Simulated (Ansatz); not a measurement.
# AlNi3: from the listed structure to its properties

The task, for AlNi3: relax cell and atoms, compute bands, density of states and charges and fit an equation of state.

Computed with Ansatz 0.2.0 (DFT PBEsol, scalar-relativistic, plane waves, PAW, unless a step's input says otherwise).

**1. The structure to begin with**

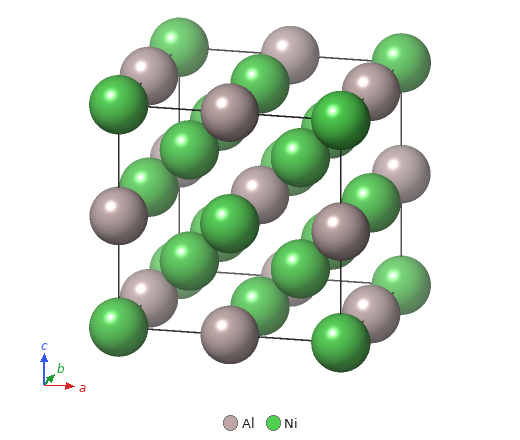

Start, viewed slightly off an axis; aluminium light grey, nickel green. Atoms on the faces are drawn again on the opposite ones. The cell drawn here is the conventional one.

As a file:

```cif
data_structure
_symmetry_space_group_name_H-M 'Fm-3m'
_symmetry_Int_Tables_number 225
_cell_length_a 5.6038
_cell_length_b 5.6038
_cell_length_c 5.6038
_cell_angle_alpha 90.000
_cell_angle_beta 90.000
_cell_angle_gamma 90.000
_cell_volume 175.97
loop_
_atom_site_label
_atom_site_type_symbol
_atom_site_symmetry_multiplicity
_atom_site_Wyckoff_symbol
_atom_site_fract_x
_atom_site_fract_y
_atom_site_fract_z
_atom_site_occupancy
Al1 Al 4 b 0.50000 0.00000 0.00000 1
Ni1 Ni 8 c 0.25000 0.75000 0.75000 1
Ni2 Ni 4 a 0.00000 0.00000 0.00000 1
```

Source of the structure: the Materials Project (structure only).

**2. Quick check of gap, pressure and forces**

input.yaml reads:

```yaml
crystal:
  lattice:
    - [0.0, 2.8018887551, 2.8018887551]
    - [2.8018887551, 0.0, 2.8018887551]
    - [2.8018887551, 2.8018887551, 0.0]
  atoms:
    - { symbol: Al, position: [0.5, 0.5, 0.5] }
    - { symbol: Ni, position: [0.25, 0.25, 0.25], spin: 2.0 }
    - { symbol: Ni, position: [0.0, 0.0, 0.0], spin: 2.0 }
    - { symbol: Ni, position: [0.75, 0.75, 0.75], spin: 2.0 }
basis:
  ecutwfc: 420
kpoints:
  mp_grid: { grid: [6, 6, 6] }
hamiltonian:
  xc: pbesol
scf:
  occupations: { method: gaussian, width: 0.1 }
  lower_state_search: "off"
output:
  forces: true
  stress: true
  eigenvalues: true
  populations: true
magnetization:
  spin_polarized: true
```

Command:

```sh
> ansatz run input.yaml --threads 1 --pin off --max-ram 2560MiB --backend cpu --events-out ev --progress --plain --runs-dir out
```

What it wrote, cut to the lines that bear on the results:

```text
[...]
SCF converged after 18 iterations
Magnetization: -0.0000 μB (28.5000 up, 28.5000 down)
Absolute magnetization: 0.0000 μB (∫|ρ↑−ρ↓|, with the PAW one-centre terms)
Spin contamination: 0.0000 ħ² per cell (⟨S²⟩ above its minimum at these occupations)
Per-site moments (μB) at R_I (Å): [(1.686812379813829e-7, 1.000934071704004), (2.4154848752530874e-6, 1.0009340717040043), (-1.0608923208510632e-5, 1.0009340717040043), (2.4154848753147793e-6, 1.000934071704004)]
Free energy (F): -17941.023096 eV
[...]
E sigma→0 (E₀):  -17941.014344 eV
Entropy (-TS):   -0.017504 eV (-4.376 meV/atom)
Fermi energy:    16.244558 eV
[...]
--- Forces (eV/Å), atoms counted from 1 ---
  atom   1  Al    -0.00000000     0.00000000     0.00000000
  atom   2  Ni     0.00000000    -0.00000000     0.00000000
  atom   3  Ni    -0.00000000     0.00000000     0.00000000
  atom   4  Ni     0.00000000     0.00000000    -0.00000000
[...]
--- Stress (GPa, compression-positive) ---
       -0.772847       0.000000      -0.000000
       -0.000000      -0.772847       0.000000
       -0.000000       0.000000      -0.772847
  P = ⅓ Tr σ = -0.7728 GPa (-7.728 kbar)
--- Band table (eV; the first three rows and the last of 32) ---
[...]
--- Löwdin populations: 4 sites ---
  site symbol       q [e]    m [muB]
     0     Al      3.6784     0.0000
     1     Ni     17.5858     0.0000
     2     Ni     17.6111    -0.0000
     3     Ni     17.5858     0.0000
  spilling = 0.009454 (of n_electrons = 57.000000)
```

Wall time 2 s (1 thread of AMD EPYC 9R45 (Zen 5), shared host); peak memory 0.39 GiB.

Site by site:

```
atom  Löwdin electrons
 Al1              3.68
 Ni2             17.59
 Ni3             17.61
 Ni4             17.59
```

The Löwdin counts miss 0.54 of the 57 electrons, which the atomic orbitals do not span, so they are no charges.

From the probe: pressure -0.8 GPa, largest force 0.00 eV/Å, gap on this mesh none (metal). The gap decides the next run's mesh: 14×14×14 points.

**3. The relaxation**

input.yaml reads:

```yaml
crystal:
  lattice:
    - [0.0, 2.8018887551, 2.8018887551]
    - [2.8018887551, 0.0, 2.8018887551]
    - [2.8018887551, 2.8018887551, 0.0]
  atoms:
    - { symbol: Al, position: [0.5, 0.5, 0.5] }
    - { symbol: Ni, position: [0.25, 0.25, 0.25] }
    - { symbol: Ni, position: [0.0, 0.0, 0.0] }
    - { symbol: Ni, position: [0.75, 0.75, 0.75] }
basis:
  ecutwfc: 420
kpoints:
  mp_grid: { grid: [14, 14, 14] }
hamiltonian:
  xc: pbesol
scf:
  occupations: { method: gaussian, width: 0.1 }
output:
  forces: true
  stress: true
  eigenvalues: true
  write_density: true
  write_potential: true
  elf: true
  volumetric_format: npy
relax:
  adjacent_minimum: "off"
  f_tol: 0.005
  max_steps: 80
  cell: { stress_tol: 0.05 }
```

Command:

```sh
> ansatz run input.yaml --threads 1 --pin off --max-ram 2560MiB --backend cpu --events-out ev --progress --plain --runs-dir out
```

What it wrote:

```text
Warning: RAYON_NUM_THREADS=1 ignored (pool sized by the plan → 1); use --threads N
Engine: ansatz 0.2.0, x86_64-unknown-linux-gnu
Pseudopotentials: kind: paw
Pseudopotential: Al, paw, valence charge 3, recommended cutoff 420 eV (normal), Al.paw.azcp
Pseudopotential: Ni, paw, valence charge 18, recommended cutoff 420 eV (normal), Ni.paw.azcp
Functional definition: PBEsol
  exchange = pbesol_x
  correlation = pbesol_c
Crystal: 4 atoms, lattice volume = 43.993 Å³
Basis set: ecut = 420 eV, 869 PW (Γ), exchange–correlation on 54×54×54 points (8 copies of the dense FFT grid, shifted against one another)
Bands: 35, of which v1, the nominal top of the filled ones, is band 29 counted from 1 (28 counted from 0)
Symmetry: 48 space group operations
Space group: Fm-3m (ITA 225), of the structure as read, at distance tolerance 3.5e-5 Å
k-points: 104 of 2744
Non-local potential: Al, projectors of the file, l = 0: 2, l = 1: 2, l = 2: 1
Non-local potential: Ni, projectors of the file, l = 0: 3, l = 1: 2, l = 2: 3, l = 3: 1
PAW form: soft (Blöchl's): semilocal exchange-correlation on the pseudo side does not see the compensation charge
PAW frozen core: Al, regenerated for the run's functional, and the local potential with it (the file was generated under x = pbe(κ = 0.804, μ = 0.2195149727645171), c = pbe(β = 0.06672455060314922))
PAW frozen core: Ni, regenerated for the run's functional, and the local potential with it (the file was generated under x = pbe(κ = 0.804, μ = 0.2195149727645171), c = pbe(β = 0.06672455060314922))
PAW one-centre angular grid: Al, 110 points (default); XC on 64 Gauss nodes
PAW one-centre angular grid: Ni, 590 points (default); XC on 64 Gauss nodes
Initial density: superposition of atomic densities (neutral atoms: chi_scale 0, normalization atom), corrected by the library's trained network
Initial wavefunctions: pseudopotential atomic-orbital guess
Functional: x = pbesol(κ = 0.804, μ = 0.12345679012345678), c = pbesol(β = 0.046)
SCF iter   1: F=—  HF=-17941.036388 eV  |F-HF|=—  |Δ(HF+E_count)|=         —  Δρ=2.93e-2  dr2=2.48e-1  ethr=1.77e-3  ⟨swp⟩=5.5  Hψ=12293  notcnv=0
preconditioner: auto → Kerker (q_TF=auto, 2.849 Å⁻¹)  [metal: Δε(μ)=0.012 eV  Ē_g=7.531 eV  σ=0.100 eV  W_gap=0.07  n_scr=14 (ndim 8)  ℏωp=32.2 eV  f_vac=0.001  D(μ)=2.58/eV (n_scr^D=26)]
SCF iter   2: F=—  HF=-17941.009732 eV  |F-HF|=—  |Δ(HF+E_count)|=   2.67e-2  Δρ=8.35e-3  dr2=2.64e-2  ethr=4.34e-4  ⟨swp⟩=2.0  Hψ=5005  notcnv=0  defer=133
SCF iter   3: F=—  HF=-17941.007217 eV  |F-HF|=—  |Δ(HF+E_count)|=   2.51e-3  Δρ=2.14e-3  dr2=2.26e-3  ethr=4.64e-5  ⟨swp⟩=1.2  Hψ=3528  notcnv=0  defer=133
SCF iter   4: F=—  HF=-17941.006915 eV  |F-HF|=—  |Δ(HF+E_count)|=   3.03e-4  Δρ=4.09e-4  dr2=3.74e-5  ethr=3.96e-6  ⟨swp⟩=2.2  Hψ=5377  notcnv=0  defer=133
SCF iter   5: F=—  HF=-17941.006938 eV  |F-HF|=—  |Δ(HF+E_count)|=   2.36e-5  Δρ=1.97e-4  dr2=8.26e-6  ethr=6.57e-8  ⟨swp⟩=2.0  Hψ=5603  notcnv=0  defer=133
SCF iter   6: F=—  HF=-17941.006937 eV  |F-HF|=—  |Δ(HF+E_count)|=   1.60e-6  Δρ=5.82e-5  dr2=1.65e-6  ethr=1.45e-8  ⟨swp⟩=1.2  Hψ=3814  notcnv=0  defer=133
SCF iter   7: F=-17941.006936 eV  HF=-17941.006936 eV  |F-HF|=6.39e-8  |Δ(HF+E_count)|=   1.33e-7  Δρ=1.21e-5  dr2=7.25e-8  ethr=1.75e-10  ⟨swp⟩=10.2  Hψ=24815  notcnv=0
SCF 1 converged in 7 iterations: F = -17941.006936 eV  dr2 = 7.25e-8
relax step   1: F+E_penalty+E_count = -17941.00693632 eV  Δ(F+E_penalty+E_count) = +0.000e0 eV  max|allowed force component| = 2.776e-17 eV/Å  Δτ_max = 0.0000 Å  P = -0.741 GPa  Ω = 43.993 Å³  (7 SCF iters, dr2 threshold 1.00e-7 eV, accepted)
Crystal: 4 atoms, lattice volume = 43.906 Å³
Initial density: handed on by an earlier stage of this run
Initial wavefunctions: those handed on with the density
iter 1 solved again at ethr=3.75e-8 eV; its pass at ethr=3.10e-3 eV (dr2=2.14e-5 eV) is discarded
SCF iter   1: F=—  HF=-17941.007264 eV  |F-HF|=—  |Δ(HF+E_count)|=         —  Δρ=2.94e-4  dr2=2.36e-5  ethr=3.75e-8  ⟨swp⟩=2.0  Hψ=15376  notcnv=0
preconditioner: auto → Kerker (q_TF=auto, 2.850 Å⁻¹)  [metal: Δε(μ)=0.013 eV  Ē_g=7.601 eV  σ=0.100 eV  W_gap=0.07  n_scr=14 (ndim 8)  ℏωp=32.2 eV  f_vac=0.001  D(μ)=2.68/eV (n_scr^D=26)]
SCF iter   2: F=—  HF=-17941.007264 eV  |F-HF|=—  |Δ(HF+E_count)|=   4.79e-7  Δρ=9.81e-5  dr2=3.04e-6  ethr=3.75e-8  ⟨swp⟩=1.1  Hψ=3669  notcnv=0
iter 3 did not close the SCF: its close was put off for the readings that it lacked (scf_convergence_deferred on its scf_iter line)
SCF iter   3: F=-17941.007264 eV  HF=-17941.007264 eV  |F-HF|=8.18e-8  |Δ(HF+E_count)|=   7.89e-7  Δρ=1.88e-5  dr2=1.52e-7  ethr=5.33e-9  ⟨swp⟩=2.1  Hψ=4270  notcnv=0
iter 4 did not close the SCF: its close was put off for the readings that it lacked (scf_convergence_deferred on its scf_iter line)
SCF iter   4: F=-17941.007264 eV  HF=-17941.007264 eV  |F-HF|=3.03e-8  |Δ(HF+E_count)|=   1.21e-8  Δρ=1.02e-5  dr2=4.80e-8  ethr=2.67e-10  ⟨swp⟩=2.0  Hψ=5321  notcnv=0
iter 5 did not close the SCF: its close was put off for the readings that it lacked (scf_convergence_deferred on its scf_iter line)
SCF iter   5: F=-17941.007264 eV  HF=-17941.007264 eV  |F-HF|=4.41e-9  |Δ(HF+E_count)|=   1.25e-8  Δρ=2.59e-6  dr2=4.59e-9  ethr=8.43e-11  ⟨swp⟩=2.0  Hψ=3849  notcnv=0
SCF iter   6: F=-17941.007264 eV  HF=-17941.007264 eV  |F-HF|=1.82e-10  |Δ(HF+E_count)|=   2.41e-9  Δρ=7.19e-7  dr2=2.38e-10  ethr=8.05e-12  ⟨swp⟩=5.4  Hψ=20444  notcnv=0
SCF 2 converged in 6 iterations: F = -17941.007264 eV  dr2 = 2.38e-10
relax step   2: F+E_penalty+E_count = -17941.00726365 eV  Δ(F+E_penalty+E_count) = -3.273e-4 eV  max|allowed force component| = 2.914e-16 eV/Å  Δτ_max = 0.0000 Å  P = -0.347 GPa  Ω = 43.906 Å³  energy of the carried Pulay correction = +3.139e-5 eV  (6 SCF iters, dr2 threshold 4.00e-7 eV, accepted)
Crystal: 4 atoms, lattice volume = 43.829 Å³
iter 1 solved again at ethr=2.83e-8 eV; its pass at ethr=3.10e-3 eV (dr2=1.61e-5 eV) is discarded
SCF iter   1: F=—  HF=-17941.007374 eV  |F-HF|=—  |Δ(HF+E_count)|=         —  Δρ=2.56e-4  dr2=1.78e-5  ethr=2.83e-8  ⟨swp⟩=2.0  Hψ=15403  notcnv=0
preconditioner: auto → Kerker (q_TF=auto, 2.850 Å⁻¹)  [metal: Δε(μ)=0.012 eV  Ē_g=7.613 eV  σ=0.100 eV  W_gap=0.07  n_scr=14 (ndim 8)  ℏωp=32.2 eV  f_vac=0.001  D(μ)=2.67/eV (n_scr^D=26)]
SCF iter   2: F=—  HF=-17941.007375 eV  |F-HF|=—  |Δ(HF+E_count)|=   8.87e-7  Δρ=8.46e-5  dr2=2.25e-6  ethr=2.83e-8  ⟨swp⟩=1.1  Hψ=3702  notcnv=0
iter 3 did not close the SCF: its close was put off for the readings that it lacked (scf_convergence_deferred on its scf_iter line)
SCF iter   3: F=-17941.007374 eV  HF=-17941.007374 eV  |F-HF|=6.89e-8  |Δ(HF+E_count)|=   6.00e-7  Δρ=1.72e-5  dr2=1.29e-7  ethr=3.95e-9  ⟨swp⟩=2.1  Hψ=4295  notcnv=0
iter 4 did not close the SCF: its close was put off for the readings that it lacked (scf_convergence_deferred on its scf_iter line)
SCF iter   4: F=-17941.007374 eV  HF=-17941.007374 eV  |F-HF|=2.87e-8  |Δ(HF+E_count)|=   1.59e-8  Δρ=9.44e-6  dr2=4.28e-8  ethr=2.26e-10  ⟨swp⟩=2.0  Hψ=5325  notcnv=0
iter 5 did not close the SCF: its close was put off for the readings that it lacked (scf_convergence_deferred on its scf_iter line)
SCF iter   5: F=-17941.007374 eV  HF=-17941.007374 eV  |F-HF|=3.47e-9  |Δ(HF+E_count)|=   1.31e-8  Δρ=2.20e-6  dr2=3.42e-9  ethr=7.50e-11  ⟨swp⟩=2.0  Hψ=3908  notcnv=0
SCF iter   6: F=-17941.007374 eV  HF=-17941.007374 eV  |F-HF|=1.38e-10  |Δ(HF+E_count)|=   1.78e-9  Δρ=7.30e-7  dr2=1.73e-10  ethr=6.00e-12  ⟨swp⟩=5.3  Hψ=20521  notcnv=0
SCF 3 converged in 6 iterations: F = -17941.007374 eV  dr2 = 1.73e-10
relax step   3: F+E_penalty+E_count = -17941.00737402 eV  Δ(F+E_penalty+E_count) = -1.104e-4 eV  max|allowed force component| = 1.850e-16 eV/Å  Δτ_max = 0.0000 Å  P = +0.002 GPa  Ω = 43.829 Å³  energy of the carried Pulay correction = +5.905e-5 eV  (6 SCF iters, dr2 threshold 3.02e-7 eV, accepted)
Initial wavefunctions: pseudopotential atomic-orbital guess (no wavefunctions were taken with the density)
iter 1 solved again at ethr=2.53e-8 eV; its pass at ethr=3.10e-3 eV (dr2=1.44e-5 eV) is discarded
SCF iter   1: F=—  HF=-17941.007317 eV  |F-HF|=—  |Δ(HF+E_count)|=         —  Δρ=6.03e-6  dr2=3.36e-9  ethr=2.53e-8  ⟨swp⟩=3.7  Hψ=23144  notcnv=0
preconditioner: auto → Kerker (q_TF=auto, 2.850 Å⁻¹)  [metal: Δε(μ)=0.013 eV  Ē_g=7.614 eV  σ=0.100 eV  W_gap=0.07  n_scr=14 (ndim 8)  ℏωp=32.2 eV  f_vac=0.001  D(μ)=2.67/eV (n_scr^D=26)]
SCF iter   2: F=—  HF=-17941.007315 eV  |F-HF|=—  |Δ(HF+E_count)|=   2.50e-6  Δρ=3.59e-6  dr2=2.63e-9  ethr=5.90e-12  ⟨swp⟩=2.9  Hψ=7175  notcnv=0
SCF iter   3: F=—  HF=-17941.007315 eV  |F-HF|=—  |Δ(HF+E_count)|=  5.46e-11  Δρ=1.50e-6  dr2=4.40e-10  ethr=4.61e-12  ⟨swp⟩=1.0  Hψ=3640  notcnv=0
iter 4 did not close the SCF: its close was put off for the readings that it lacked (scf_convergence_deferred on its scf_iter line)
SCF iter   4: F=-17941.007315 eV  HF=-17941.007315 eV  |F-HF|=0.00e0  |Δ(HF+E_count)|=  1.09e-11  Δρ=2.06e-7  dr2=7.92e-12  ethr=1.00e-12  ⟨swp⟩=2.1  Hψ=4702  notcnv=0
iter 5 did not close the SCF: its close was put off for the readings that it lacked (scf_convergence_deferred on its scf_iter line)
SCF iter   5: F=-17941.007315 eV  HF=-17941.007315 eV  |F-HF|=7.28e-12  |Δ(HF+E_count)|=  1.09e-11  Δρ=8.23e-8  dr2=1.45e-12  ethr=1.00e-12  ⟨swp⟩=1.0  Hψ=3640  notcnv=0
iter 6 did not close the SCF: its close was put off for the readings that it lacked (scf_convergence_deferred on its scf_iter line)
SCF iter   6: F=-17941.007315 eV  HF=-17941.007315 eV  |F-HF|=3.64e-12  |Δ(HF+E_count)|=  3.64e-12  Δρ=1.63e-8  dr2=7.65e-14  ethr=1.00e-12  ⟨swp⟩=1.0  Hψ=3640  notcnv=0
iter 7 did not close the SCF: its close was put off for the readings that it lacked (scf_convergence_deferred on its scf_iter line)
SCF iter   7: F=-17941.007315 eV  HF=-17941.007315 eV  |F-HF|=7.28e-12  |Δ(HF+E_count)|=    0.00e0  Δρ=3.87e-9  dr2=6.43e-15  ethr=1.00e-12  ⟨swp⟩=1.0  Hψ=3640  notcnv=0
SCF iter   8: F=-17941.007315 eV  HF=-17941.007315 eV  |F-HF|=0.00e0  |Δ(HF+E_count)|=    0.00e0  Δρ=1.66e-9  dr2=1.03e-15  ethr=1.00e-12  ⟨swp⟩=3.0  Hψ=11421  notcnv=0
SCF 4 converged in 8 iterations: F = -17941.007315 eV  dr2 = 1.03e-15
relax step   4: F+E_penalty+E_count = -17941.00731457 eV  Δ(F+E_penalty+E_count) = +5.944e-5 eV  max|allowed force component| = 1.827e-16 eV/Å  Δτ_max = 0.0000 Å  P = +0.002 GPa  Ω = 43.829 Å³  stress off target by 2.41e-3 GPa  SCF on the basis re-selected at this cell (its energy is not comparable with the rows above)  (8 SCF iters)
basis re-selected at this cell: Δ(F+E_penalty+E_count) = +5.944e-5 eV, ΔP = +0.000 GPa vs the last step (what re-selecting the basis moved, of the pressure what is left beyond the Pulay correction that the steps carried, after the strain that the cell walked since its last selection, with what the two solves' SCF thresholds leave and, on support functions, any second-order correction that the steps lacked; it is no measure of the basis error at this ecutwfc). This SCF's stress stands 2.41e-3 GPa from its target on what of the cell is left free (relax.cell.stress_tol is 5.00e-2 GPa) and its largest allowed force component is 1.83e-16 eV/Å (relax.f_tol is 5.00e-3 eV/Å): within both
SCF converged after 8 iterations
Free energy (F): -17941.007315 eV
Harris-Foulkes:  -17941.007315 eV  (|F-HF|=0.00e0)
Internal energy: -17940.993971 eV  (E = F + TS)
E sigma→0 (E₀):  -17941.000643 eV
Entropy (-TS):   -0.013344 eV (-3.336 meV/atom)
Fermi energy:    16.373643 eV
--- Per-component energies (eV) ---
  E_band       = -901.572437
  E_kinetic    = 881.322619
  E_local      = -11840.652479  (includes V_loc(G=0)·N_el)
  E_nonlocal   = 1925.385235
  E_hartree    = 5039.279414
  E_xc         = -295.639101
  E_vxc        = -360.806272  (∫ρ·V_xc dr)
  E_paw        = -5245.724464  (= ΣΔE_a)
  E_vpaw       = -1585.381834  (= ΣTr[D̂ρ^β])
  E_aug_tail   = 0.001470  (compensation charges beyond the density's cutoff)
  E_ewald      = -8405.577670
  E_core_change = 0.611006  (= ΣΔE_core)
  E_smearing   = -0.013344  (= −TS)
  E_closure    = 0.000000  (closes the sum)
  Σ components = -17941.007315   (vs F -17941.007315, Δ=0.00e0)
--- Forces (eV/Å), atoms counted from 1 ---
  atom   1  Al     0.00000000    -0.00000000    -0.00000000
  atom   2  Ni    -0.00000000    -0.00000000    -0.00000000
  atom   3  Ni     0.00000000    -0.00000000     0.00000000
  atom   4  Ni     0.00000000     0.00000000     0.00000000
  max |Σ_I F_I| component: 6.48e-17 eV/Å
--- Stress (GPa, compression-positive) ---
        0.002406       0.000000       0.000000
        0.000000       0.002406       0.000000
        0.000000       0.000000       0.002406
  P = ⅓ Tr σ = 0.0024 GPa (0.024 kbar)
--- Band table (eV; the first three rows and the last of 104) ---
  k-point 0: bands = ["-86.3525", "-86.3437", "-86.1123", "-46.9179", "-46.9179", "-46.9179", "-46.9060", "-46.9060", "-46.9060", "-46.6542", "-46.6542", "-46.6542", "6.0849", "12.7202", "12.7202", "12.8493", "12.8493", "12.8493", "13.9535", "13.9535", "13.9535", "15.4603", "15.4603", "15.4603", "15.8173", "15.8173", "15.8620", "15.8620", "21.7995", "21.7995", "21.7995", "22.3058", "22.3058", "22.3058", "23.5340"]
  k-point 1: bands = ["-86.3524", "-86.3438", "-86.1124", "-46.9198", "-46.9182", "-46.9182", "-46.9058", "-46.9058", "-46.9037", "-46.6546", "-46.6540", "-46.6540", "6.1612", "12.6836", "12.6836", "12.8071", "12.9272", "12.9272", "13.9429", "13.9451", "13.9451", "15.3893", "15.4114", "15.4114", "15.8378", "15.8378", "15.8547", "15.8547", "20.7987", "21.5331", "21.5331", "22.5744", "22.5898", "22.5898", "23.9051"]
  k-point 2: bands = ["-86.3519", "-86.3440", "-86.1126", "-46.9228", "-46.9192", "-46.9192", "-46.9055", "-46.9055", "-46.9000", "-46.6555", "-46.6534", "-46.6534", "6.3888", "12.6536", "12.6536", "12.6788", "13.0760", "13.0760", "13.8820", "13.9231", "13.9231", "15.2150", "15.2899", "15.2899", "15.8297", "15.8297", "15.8804", "15.8804", "19.5016", "21.1847", "21.1847", "22.4745", "22.8293", "22.8293", "24.3345"]
  k-point 103: bands = ["-86.3472", "-86.3467", "-86.1146", "-46.9459", "-46.9239", "-46.9222", "-46.9116", "-46.8876", "-46.8870", "-46.6589", "-46.6535", "-46.6454", "10.2901", "11.1540", "11.5790", "12.0315", "13.6097", "13.7556", "13.8831", "13.9367", "14.2507", "14.3720", "14.8778", "14.9580", "15.7175", "15.7230", "15.8104", "15.8753", "16.2577", "16.3382", "16.3698", "23.1823", "23.3446", "24.7759", "24.8512"]
--- Relaxed structure (3 steps of the walk, 3 accepted, 1 SCFs on fresh bases) ---
  F+E_penalty+E_count = -17941.00731457 eV   max|allowed force component| = 1.827e-16 eV/Å   (the final SCF, on the basis selected at the relaxed cell)
  cell:  # Å, volume = 43.8291 Å³
    - [-3.015425246030007e-35, 2.7984078661190113, 2.7984078661190113]
    - [2.7984078661190113, -6.687675793175461e-35, 2.7984078661190113]
    - [2.7984078661190113, 2.7984078661190113, -4.607729006309879e-35]
  atoms:
    - { symbol: Al, position: [0.5000000000000001, 0.5000000000000001, 0.5000000000000001] }
    - { symbol: Ni, position: [0.25000000000000006, 0.25000000000000006, 0.25000000000000006] }
    - { symbol: Ni, position: [-4.864384833811046e-35, 3.0743628158492993e-35, -6.385903549078531e-35] }
    - { symbol: Ni, position: [0.7500000000000002, 0.7500000000000002, 0.7500000000000002] }
```

Run time: 12 s. Hardware: 1 thread of AMD EPYC 9R45 (Zen 5), shared host; peak memory 0.49 GiB.

Relaxation path:

| step | energy from step 1 (eV/cell) | largest force component (eV/Å) | pressure (GPa) | volume (Å³) |
| --- | --- | --- | --- | --- |
| 1 | 0.0000 | 0.0000 | -0.74 | 43.99 |
| 2 | -0.0003 | 0.0000 | -0.35 | 43.91 |
| 3 | -0.0004 | 0.0000 | 0.00 | 43.83 |
| 4 | -0.0004 | 0.0000 | 0.00 | 43.83 |

Step 1 is the start. Step 4 repeats the geometry before it on a plane-wave basis chosen anew for that cell, so its energy need not be comparable with the rows above.

Lengths and angles in the start's conventional setting:

|  | before | after | change |
| --- | --- | --- | --- |
| a (Å) | 5.604 | 5.597 | -0.1 % |
| b (Å) | 5.604 | 5.597 | -0.1 % |
| c (Å) | 5.604 | 5.597 | -0.1 % |
| volume (Å³/atom) | 11.00 | 10.96 | -0.4 % |
| shortest distance (Å) | 2.427 | 2.423 | -0.1 % |
| space group (0.01 Å) | Fm-3m | Fm-3m | same |

The run keeps the 48 symmetry operations of the start, so it could not have lowered the symmetry.

The maps below are laid out on this run's own conventional cell (a, b, c = 5.597, 5.597, 5.597 Å).

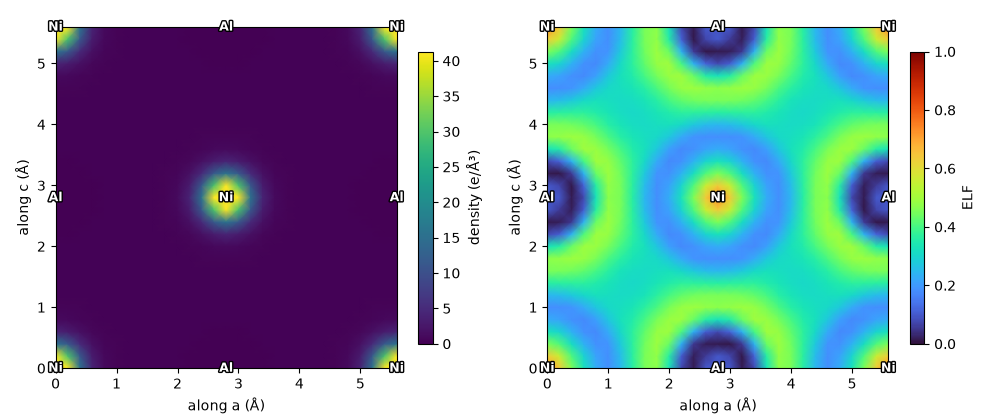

Density (left) and ELF (right) in a lattice plane of the grid's cell (edges 5.60 and 5.60 Å, at 0.000 of the third edge), which holds Al and Ni. Only atoms in the plane are labelled; the density scale stops at 41.32 e/Å³. Both are smooth fields of the valence electrons: close to the nuclei they are not physical.

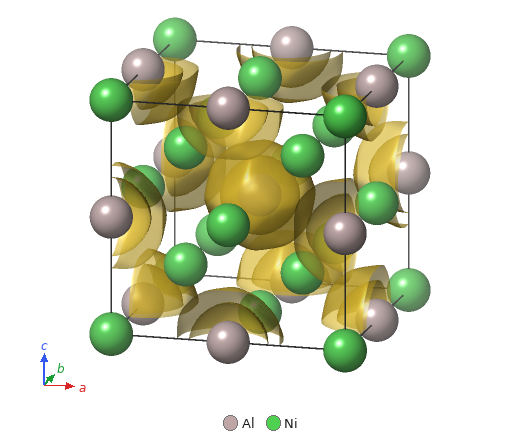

Surface of ELF = 0.44, drawn in one cell.

Outside the cores ELF peaks at 0.50 in the shell around Al, 1.0 Å from Al.

(Part 1 of 2 ends here.)
